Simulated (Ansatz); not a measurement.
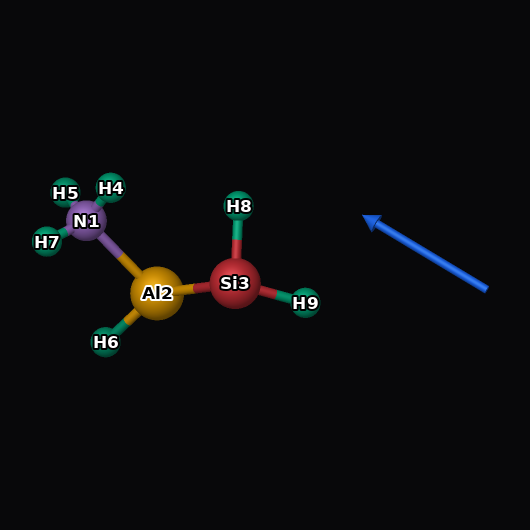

The arrow beside the molecule shows the direction of the dipole moment, from the negative to the positive end (its length means nothing). The computed structure is the end point of a PBE-D4/def2-SVP optimisation. No frequency run is at hand to confirm it as a minimum. Properties computed with RKS PBE-D4/def2-SVP (Ansatz 0.2.0).

### How large is the dipole moment?

6.64 D; it points from the side of H9 to the side of H5 (the outermost atoms at the two ends).
